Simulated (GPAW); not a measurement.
# Screening of a field by a 8-layer slab of Fe(100)

Wanted: the out-of-plane polarisability of a 8-layer slab of Fe(100).

Program: GPAW 26.7.0. Level of theory: GPAW, PAW setups; slab in vacuum, relaxation, in the first sound run; inputs show where later runs differ. Results are calculated unless marked as measured.

### Step 1. Starting point

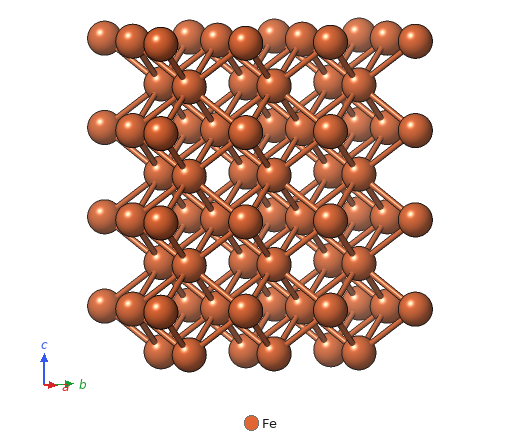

Start, viewed from the side, with the c axis up; iron orange. 2×3×1 cells are drawn. Some periodic images of atoms are drawn too.

The cell holds 8 atoms: 8 Fe. Cell: a = 2.870 Å, b = 2.870 Å, c = 24.045 Å, α = 90.0°, β = 90.0°, γ = 90.0°. Vacuum lies along c.

### Step 2. Relaxation

Forces are removed first; all later runs use this geometry. The lowest 4 atoms are held at bulk positions and keep their forces.

run.py reads:

```python
import json
import numpy as np
from ase import Atoms
from ase.constraints import FixAtoms
from ase.optimize import BFGS
from gpaw import GPAW, PW

slab = Atoms(
    ['Fe', 'Fe', 'Fe', 'Fe', 'Fe', 'Fe', 'Fe', 'Fe'],
    positions=[
        [1.43500, 1.43500, 7.00000],
        [0.00000, 0.00000, 8.43500],
        [1.43500, 1.43500, 9.87000],
        [0.00000, 0.00000, 11.30500],
        [1.43500, 1.43500, 12.74000],
        [0.00000, 0.00000, 14.17500],
        [1.43500, 1.43500, 15.61000],
        [0.00000, 0.00000, 17.04500]],
    cell=[[2.87, 0.0, 0.0], [0.0, 2.87, 0.0], [0.0, 0.0, 24.045]],
    pbc=[True, True, False],
    magmoms=[2.5, 2.5, 2.5, 2.5, 2.5, 2.5, 2.5, 2.5])

slab.calc = GPAW(mode=PW(400), xc='PBE', kpts={'size': (11, 11, 1), 'gamma': True},
                 occupations={'name': 'fermi-dirac', 'width': 0.1}, nbands='160%',
                 convergence={'density': 1e-05}, maxiter=200,
                 poissonsolver={'dipolelayer': 'xy'},
                 symmetry={'tolerance': 1e-3, 'extra_ids': [1, 1, 1, 1, 0, 0, 0, 0]}, txt='slab.txt')
result = {}
slab.set_constraint(FixAtoms([0, 1, 2, 3]))
path = []
opt = BFGS(slab, maxstep=0.2)
opt.attach(lambda: path.append((slab.get_potential_energy(), slab.positions.tolist(), slab.get_forces().tolist())))
result['relaxed'] = bool(opt.run(fmax=0.03, steps=40))
result['path'] = path
energy = slab.get_potential_energy()
fermi = slab.calc.get_fermi_level()
v = slab.calc.get_electrostatic_potential().mean((0, 1)) - fermi
n = slab.calc.get_pseudo_density().mean((0, 1))
L = slab.cell[2, 2]
z = np.arange(len(v)) * L / len(v)
low, high = slab.positions[:, 2].min(), slab.positions[:, 2].max()
below, above = np.interp([low - 4.8, high + 4.8], z, v)
slopes = [np.interp(x, z, np.gradient(v, z)) for x in (low - 4.8, high + 4.8)]
eps = np.array([[slab.calc.get_eigenvalues(k, s) for k in range(len(slab.calc.get_ibz_k_points()))]
                for s in range(slab.calc.get_number_of_spins())]) - fermi
top, bottom = eps[eps < 0].max(), eps[eps > 0].min()
dipole = slab.get_dipole_moment()[2]
print(f'energy {energy:.4f} eV, Fermi level {fermi:.4f} eV, dipole {dipole:.5f} e A')
print(f'potential 4.8 A off the faces, from the Fermi level: lower {below:.4f} eV, upper {above:.4f} eV')
print(f'slope of the potential there: lower {slopes[0]:.5f}, upper {slopes[1]:.5f} eV/A')
print(f'nearest levels on the mesh: {top:.4f} and {bottom:.4f} eV')
print('magnetic moment', round(slab.get_magnetic_moment(), 3))
result.update(energy=energy, fermi=fermi, dipole=dipole, below=below, above=above, slopes=slopes, edges=[top, bottom],
              z=z.tolist(), v=v.tolist(), n=n.tolist(), positions=slab.positions.tolist(),
              forces=slab.get_forces(apply_constraint=False).tolist(), moments=slab.get_magnetic_moments().tolist())
json.dump(result, open('result.json', 'w'))
```

On the command line:

```console
> OMP_NUM_THREADS=1 OPENBLAS_NUM_THREADS=1 python run.py
```

Log:

```text
Step          Energy          fmax
BFGS:    0      -68.810716        0.316696
BFGS:    1      -68.813621        0.277019
BFGS:    2      -68.820322        0.087120
BFGS:    3      -68.820517        0.080647
BFGS:    4      -68.822149        0.119955
BFGS:    5      -68.822423        0.125746
BFGS:    6      -68.823998        0.108363
BFGS:    7      -68.824626        0.061768
BFGS:    8      -68.824897        0.079837
BFGS:    9      -68.825095        0.079155
BFGS:   10      -68.825310        0.058733
BFGS:   11      -68.825458        0.023644
energy -68.6788 eV, Fermi level 2.7233 eV, dipole -0.00114 e A
potential 4.8 A off the faces, from the Fermi level: lower 3.8828 eV, upper 3.8861 eV
slope of the potential there: lower -0.00098, upper 0.00090 eV/A
nearest levels on the mesh: -0.0041 and 0.0054 eV
magnetic moment 20.159
```

The job ended after 3.2 h (1 thread of Arm Neoverse N1, shared host; peak memory 0.38 GiB).

The steps of the relaxation:

```csv
step,energy less that of the first step (eV),largest force (eV/Å)
1,0.0000,0.3167
2,-0.0031,0.2770
3,-0.0108,0.0871
4,-0.0110,0.0806
5,-0.0122,0.1200
6,-0.0124,0.1257
7,-0.0133,0.1084
8,-0.0136,0.0618
9,-0.0138,0.0798
10,-0.0140,0.0792
11,-0.0143,0.0587
12,-0.0145,0.0236
```

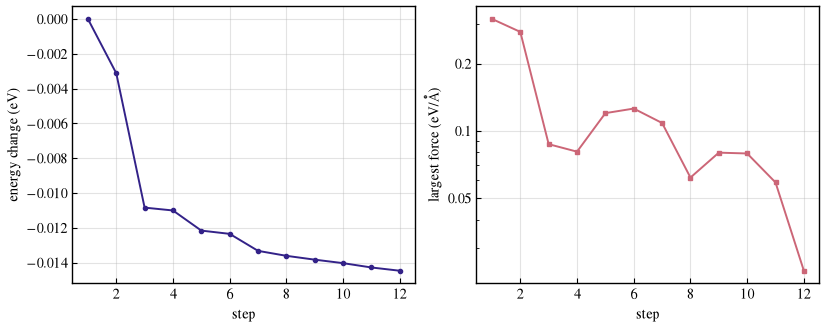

Energy and largest force along the relaxation.

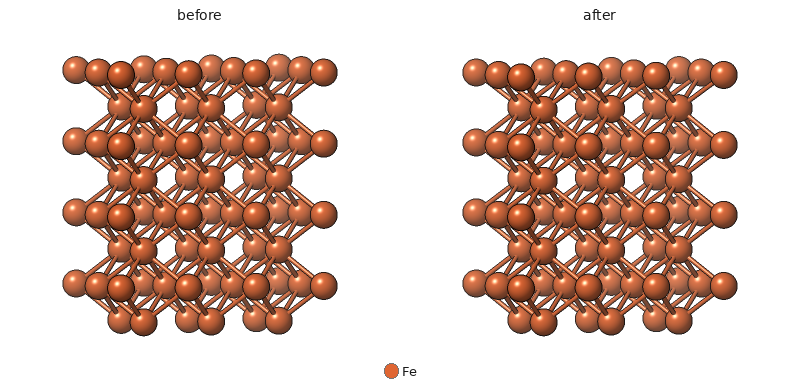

The structure before and after the relaxation, drawn at the same scale.

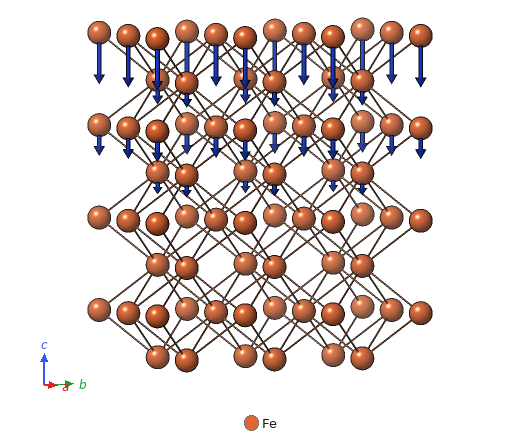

Displacements in the relaxation, exaggerated; the longest in the cell stands for 0.10 Å. 2×3×1 cells are drawn. Some periodic images of atoms are drawn too.

The atoms that moved most (Å):

```csv
atom,dx,dy,dz,length
Fe8,0.000,0.000,-0.097,0.097
Fe6,0.000,0.000,-0.048,0.048
Fe7,0.000,0.000,-0.034,0.034
Fe5,0.000,0.000,-0.028,0.028
```

Final coordinates:

```xyz
8
Lattice="2.8700 0.0000 0.0000 0.0000 2.8700 0.0000 0.0000 0.0000 24.0450" Properties=species:S:1:pos:R:3
Fe    1.4350    1.4350    7.0000
Fe    0.0000    0.0000    8.4350
Fe    1.4350    1.4350    9.8700
Fe    0.0000    0.0000   11.3050
Fe    1.4350    1.4350   12.7122
Fe    0.0000    0.0000   14.1265
Fe    1.4350    1.4350   15.5759
Fe    0.0000    0.0000   16.9485
```

Numbers from this step:

* dipole along the normal: -0.001137 e·Å
* levels nearest the Fermi level on the mesh: -0.004086, 0.005369 eV from the Fermi level
* upper work function: 3.886 eV
* lower work function: 3.883 eV
* site moments: 2.942, 2.402, 2.416, 2.299, 2.265, 2.415, 2.351, 2.915 μB
* sum of the site moments: 20.00 μB

The electrostatic potential energy of an electron (without an applied field's), less the Fermi level, planar mean oscillates, so the rows of the table below give means over windows of 1.4 Å about each position, cut where the curve ends. Its maxima inside the range that stand out by 2 % of the span (Å: eV): 7.7: -5.42, 9.1: -5.32, 10.6: -5.29, 12.0: -5.58, 13.4: -5.52, 14.8: -5.16, 16.2: -6.38. Its minima: 7.0: -14.6, 8.5: -14.4, 9.9: -14.4, 11.3: -14.4, 12.7: -14.3, 14.2: -14.4, 15.6: -14.6, 17.0: -14.6.

Table of electrostatic potential energy of an electron (without an applied field's), less the Fermi level, planar mean by z; means over each step:

```csv
z (Å),"electrostatic potential energy of an electron (without an applied field's), less the Fermi level, planar mean (eV)"
0.70,3.88
2.10,3.88
3.50,3.87
4.90,3.54
6.30,-3.95
7.70,-9.67
9.10,-9.55
10.50,-9.50
11.90,-9.79
13.30,-9.75
14.70,-9.43
16.10,-10.4
17.50,-5.70
18.90,3.41
20.30,3.87
21.70,3.89
23.10,3.89
```

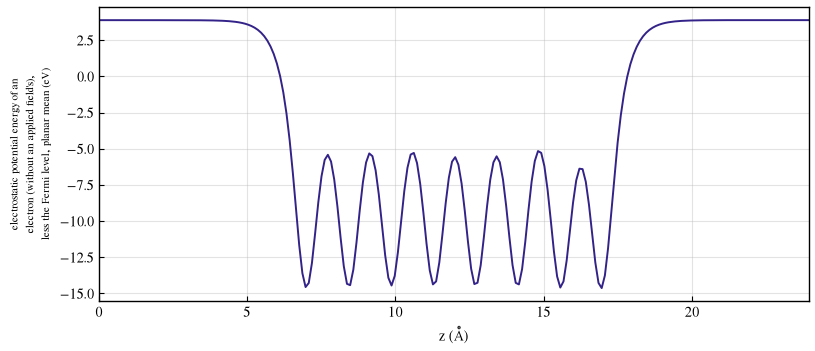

Electrostatic potential energy of an electron (without an applied field's), less the Fermi level, planar mean, plotted against z.

The pseudo valence density, planar mean oscillates, so the rows of the table below give means over windows of 2 Å about each position, cut where the curve ends. Its maxima inside the range that stand out by 2 % of the span (Å: e/Å³): 7.1: 0.992, 8.4: 1.02, 9.9: 1.05, 11.4: 1.02, 12.7: 1.04, 14.2: 1.04, 15.7: 1.00, 17.0: 1.03. Its minima: 7.7: 0.430, 9.2: 0.433, 10.5: 0.432, 12.0: 0.443, 13.5: 0.450, 14.8: 0.421, 16.3: 0.464.

Table of pseudo valence density, planar mean by z; means over each step:

```csv
z (Å),"pseudo valence density, planar mean (e/Å³)"
2,1.8e-5
4,0.00190
6,0.244
8,0.691
10,0.630
12,0.745
14,0.635
16,0.716
18,0.221
20,0.00166
22,1.6e-5
```

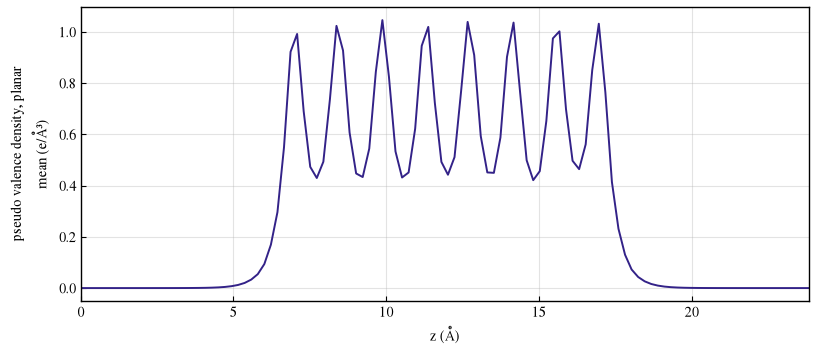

Pseudo valence density, planar mean, plotted against z.

Site moment by atom:

```csv
atom,site moment (μB)
Fe1,2.94
Fe2,2.40
Fe3,2.42
Fe4,2.30
Fe5,2.26
Fe6,2.41
Fe7,2.35
Fe8,2.91
```

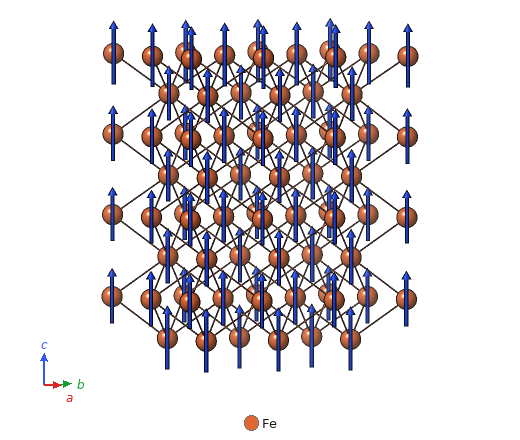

Site moment as arrows, the longest 2.94 μB. Up and down stand for the sign. Arrows give size and sign along the axis of quantisation, drawn up and down the page. 2×3×1 cells are drawn. Some periodic images of atoms are drawn too.

The relaxation lowered the energy of the cell by 0.0145 eV (energies extrapolated to zero smearing; the optimiser's log prints free energies). The largest force left on a free atom is 0.024 eV/Å.

### Step 3. The slab's potential

The work function is the vacuum plateau of the electrostatic potential less the Fermi level; a dipole layer lets the two faces have plateaus of their own.

This step: GPAW, PAW setups; slab in vacuum (GPAW 26.7.0).

Changes to run.py since step 2:

```diff
@@ -3,4 +3,2 @@
 from ase import Atoms
-from ase.constraints import FixAtoms
-from ase.optimize import BFGS
 from gpaw import GPAW, PW
@@ -14,6 +12,6 @@
         [0.00000, 0.00000, 11.30500],
-        [1.43500, 1.43500, 12.74000],
-        [0.00000, 0.00000, 14.17500],
-        [1.43500, 1.43500, 15.61000],
-        [0.00000, 0.00000, 17.04500]],
+        [1.43500, 1.43500, 12.71216],
+        [-0.00000, -0.00000, 14.12651],
+        [1.43500, 1.43500, 15.57585],
+        [-0.00000, 0.00000, 16.94845]],
     cell=[[2.87, 0.0, 0.0], [0.0, 2.87, 0.0], [0.0, 0.0, 24.045]],
@@ -26,10 +24,4 @@
                  poissonsolver={'dipolelayer': 'xy'},
-                 symmetry={'tolerance': 1e-3, 'extra_ids': [1, 1, 1, 1, 0, 0, 0, 0]}, txt='slab.txt')
+                 symmetry={'tolerance': 1e-3}, txt='slab.txt')
 result = {}
-slab.set_constraint(FixAtoms([0, 1, 2, 3]))
-path = []
-opt = BFGS(slab, maxstep=0.2)
-opt.attach(lambda: path.append((slab.get_potential_energy(), slab.positions.tolist(), slab.get_forces().tolist())))
-result['relaxed'] = bool(opt.run(fmax=0.03, steps=40))
-result['path'] = path
 energy = slab.get_potential_energy()
```

Log:

```text
energy -68.6788 eV, Fermi level 2.7233 eV, dipole -0.00111 e A
potential 4.8 A off the faces, from the Fermi level: lower 3.8827 eV, upper 3.8862 eV
slope of the potential there: lower -0.00098, upper 0.00090 eV/A
nearest levels on the mesh: -0.0041 and 0.0054 eV
magnetic moment 20.159
```

The job ended after 24 min (1 thread; peak memory 0.37 GiB).

This step gave:

* dipole along the normal: -0.001115 e·Å
* levels nearest the Fermi level on the mesh: -0.004083, 0.005375 eV from the Fermi level

The electrostatic potential energy of an electron (without an applied field's), less the Fermi level, planar mean oscillates, so the rows of the table below give means over windows of 1.4 Å about each position, cut where the curve ends. Its maxima inside the range that stand out by 2 % of the span (Å: eV): 7.7: -5.42, 9.1: -5.32, 10.6: -5.29, 12.0: -5.58, 13.4: -5.52, 14.8: -5.16, 16.2: -6.38. Its minima: 7.0: -14.6, 8.5: -14.4, 9.9: -14.4, 11.3: -14.4, 12.7: -14.3, 14.2: -14.4, 15.6: -14.6, 17.0: -14.6.

Table of electrostatic potential energy of an electron (without an applied field's), less the Fermi level, planar mean by z; means over each step:

(Unchanged from step 2.)

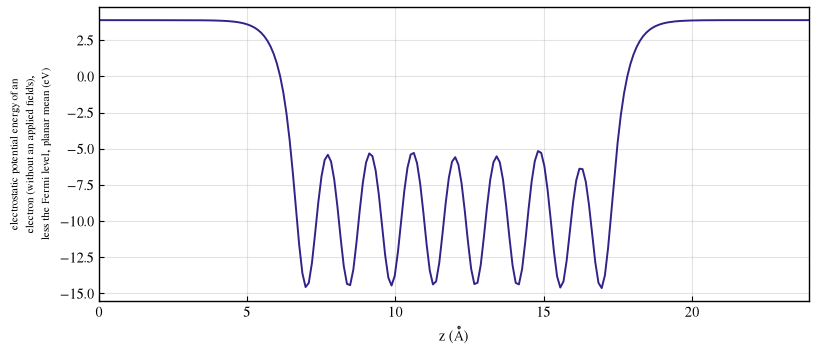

Electrostatic potential energy of an electron (without an applied field's), less the Fermi level, planar mean against z.

The pseudo valence density, planar mean oscillates, so the rows of the table below give means over windows of 2 Å about each position, cut where the curve ends. Its maxima inside the range that stand out by 2 % of the span (Å: e/Å³): 7.1: 0.992, 8.4: 1.02, 9.9: 1.05, 11.4: 1.02, 12.7: 1.04, 14.2: 1.04, 15.7: 1.00, 17.0: 1.03. Its minima: 7.7: 0.430, 9.2: 0.433, 10.5: 0.432, 12.0: 0.443, 13.5: 0.450, 14.8: 0.421, 16.3: 0.464.

The pseudo valence density, planar mean by z; means over each step:

```csv
z (Å),"pseudo valence density, planar mean (e/Å³)"
2,1.8e-5
4,0.00190
6,0.244
8,0.691
10,0.630
12,0.745
14,0.635
16,0.716
18,0.221
20,0.00166
22,1.6e-5
```

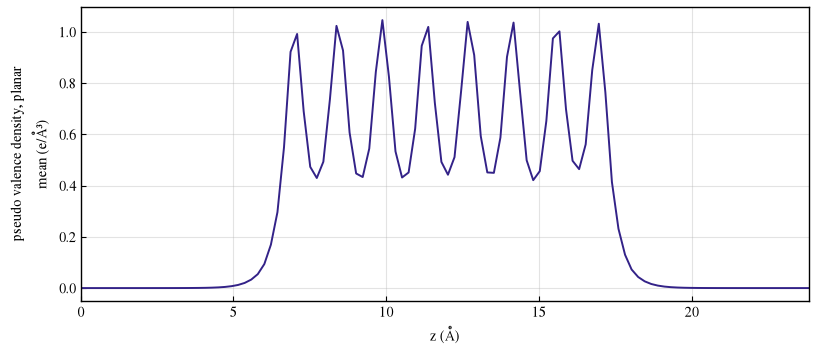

Pseudo valence density, planar mean against z.

Force by atom:

```csv
atom,x (eV/Å),y (eV/Å),z (eV/Å),size
Fe1,0.000,0.000,0.310,0.310
Fe2,0.000,0.000,-0.306,0.306
Fe3,0.000,0.000,0.086,0.086
Fe4,0.000,0.000,-0.076,0.076
Fe5,0.000,0.000,-0.024,0.024
Fe6,0.000,0.000,0.019,0.019
Fe7,0.000,0.000,0.004,0.004
Fe8,0.000,0.000,-0.012,0.012
```

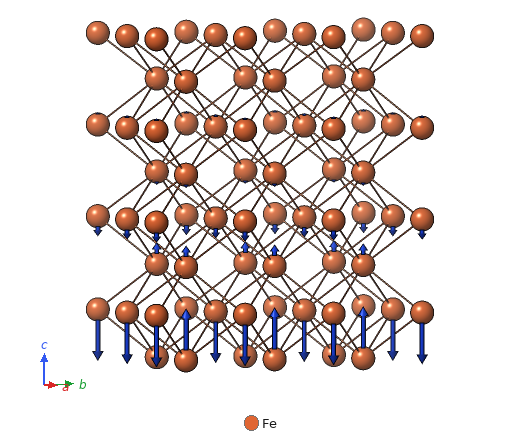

Force as arrows, the longest 0.310 eV/Å. 2×3×1 cells are drawn. Some periodic images of atoms are drawn too.

The potential is flat to 9.8e-4 eV/Å where it is read, so the vacuum is wide enough.

### Step 4. In a field

A uniform field along the normal polarises the slab; the atoms stay fixed, so this is the electronic response alone.

Changes to run.py since step 3:

```diff
@@ -4,2 +4,3 @@
 from gpaw import GPAW, PW
+from gpaw.external import ConstantElectricField
 
@@ -24,2 +25,3 @@
                  poissonsolver={'dipolelayer': 'xy'},
+                 external=ConstantElectricField(-0.2, [0, 0, 1]),
                  symmetry={'tolerance': 1e-3}, txt='slab.txt')
```

Log:

```text
energy -68.6910 eV, Fermi level 2.7249 eV, dipole -0.12271 e A
potential 4.8 A off the faces, from the Fermi level: lower 2.5337 eV, upper 5.2290 eV
slope of the potential there: lower -0.00064, upper 0.00152 eV/A
nearest levels on the mesh: -0.0040 and 0.0054 eV
magnetic moment 20.158
```

It took 2.5 h on 1 thread; peak memory 0.81 GiB.

Numbers from this step:

* dipole along the normal: -0.1227 e·Å
* levels nearest the Fermi level on the mesh: -0.003996, 0.005412 eV from the Fermi level
* site moments: 2.945, 2.401, 2.416, 2.299, 2.265, 2.415, 2.352, 2.911 μB
* potential below the slab, the applied field's own ramp left out: 2.534 eV from the Fermi level
* potential above the slab, the applied field's own ramp left out: 5.229 eV from the Fermi level

The electrostatic potential energy of an electron (without an applied field's), less the Fermi level, planar mean oscillates, so the rows of the table below give means over windows of 1.4 Å about each position, cut where the curve ends. Its maxima inside the range that stand out by 2 % of the span (Å: eV): 7.7: -6.28, 9.1: -5.90, 10.6: -5.57, 12.0: -5.58, 13.4: -5.24, 14.8: -4.60, 16.2: -5.54, 23.5: 5.23. Its minima: 7.0: -15.6, 8.5: -15.1, 9.9: -14.9, 11.3: -14.5, 12.7: -14.2, 14.2: -13.9, 15.6: -13.9, 17.0: -13.6.

Electrostatic potential energy of an electron (without an applied field's), less the Fermi level, planar mean against z; means over each step:

```csv
z (Å),"electrostatic potential energy of an electron (without an applied field's), less the Fermi level, planar mean (eV)"
0.70,2.71
2.10,2.53
3.50,2.52
4.90,2.23
6.30,-5.10
7.70,-10.5
9.10,-10.1
10.50,-9.80
11.90,-9.81
13.30,-9.49
14.70,-8.89
16.10,-9.54
17.50,-4.59
18.90,4.71
20.30,5.21
21.70,5.23
23.10,5.20
```

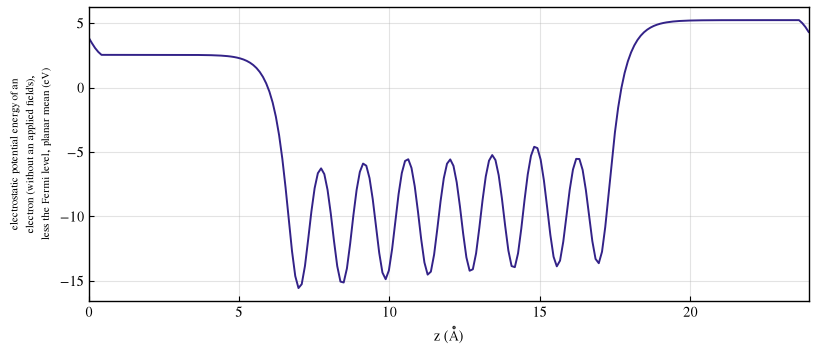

Electrostatic potential energy of an electron (without an applied field's), less the Fermi level, planar mean, plotted against z.

Force by atom:

```csv
atom,x (eV/Å),y (eV/Å),z (eV/Å),size
Fe1,0.000,0.000,0.309,0.309
Fe2,0.000,0.000,-0.306,0.306
Fe3,0.000,0.000,0.087,0.087
Fe4,0.000,0.000,-0.077,0.077
Fe5,0.000,0.000,-0.024,0.024
Fe6,0.000,0.000,0.020,0.020
Fe7,0.000,0.000,0.006,0.006
Fe8,0.000,0.000,-0.013,0.013
```

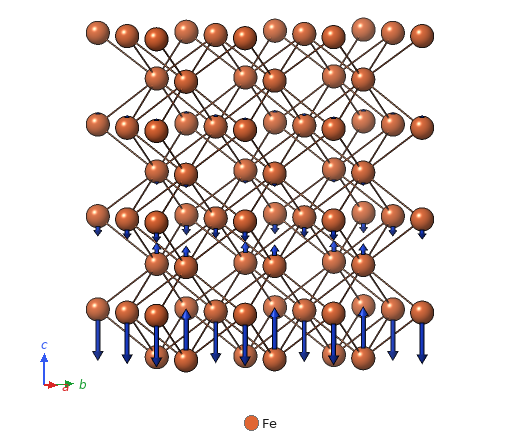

Force as arrows, the longest 0.309 eV/Å. 2×3×1 cells are drawn. Some periodic images of atoms are drawn too.

The dipole is now -0.123 e Å, against -0.0011 in the run without a field.

(Continued in part 2 of 2.)

[Logs are printed without paths, hosts, clocks, repeated set-up lines and the standing remarks that a program may print on its own settings, such as how far it seeks lower states.]

[Hosts, paths, dates, database ids (printed as entryN), source tags and the programs' standing remarks are cut or masked in the printed files.]
